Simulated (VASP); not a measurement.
Given:

```xyz
1
Lattice="-1.6550 1.6550 1.6550 1.6550 -1.6550 1.6550 1.6550 1.6550 -1.6550" Properties=species:S:1:pos:R:3 pbc="T T T"
Nb     0.0000     0.0000     0.0000
```

These are PW91 GGA, VASP's PBE PAW potentials (set 64) (plane waves; VASP) values and carry that method's errors. Numerical set-up: 520 eV cut-off, 17×17×17 Γ-centred mesh, tetrahedra with Blöchl corrections, potentials Nb_sv.

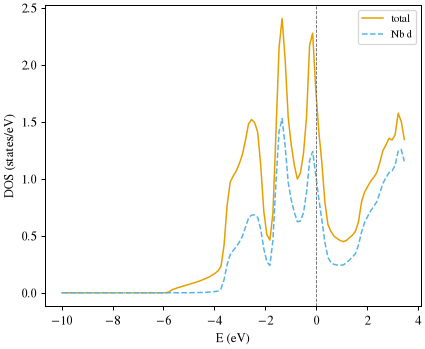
Figure: Total and projected density of states, zero at the Fermi level

Within 2 eV below the Fermi level the largest weight inside VASP's projection spheres is Nb d.

It has no gap at this level: it comes out as a metal or semimetal.

The compound is Nb in the bcc structure. It was relaxed first.
